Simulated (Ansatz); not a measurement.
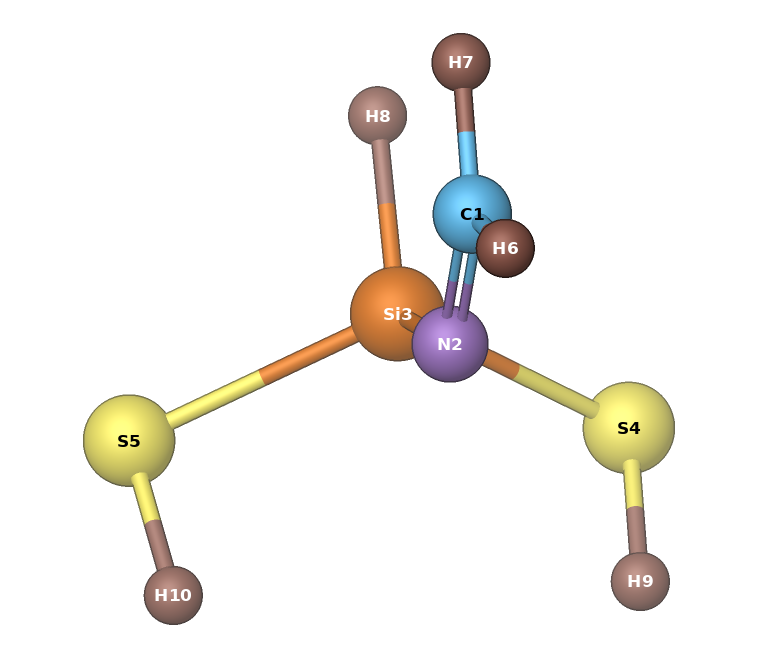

Si3 lies behind N2. The molecule seen a little off the N2–Si3 bond, N2 in front. Atoms fade into the background with distance from the viewer. Computed geometry: PBE0-D4/def2-TZVP optimisation.

### What is the torsion angle C1–N2–Si3–S4? The sign is positive where the front bond must turn clockwise to cover the back bond.

117°, anticlinal.
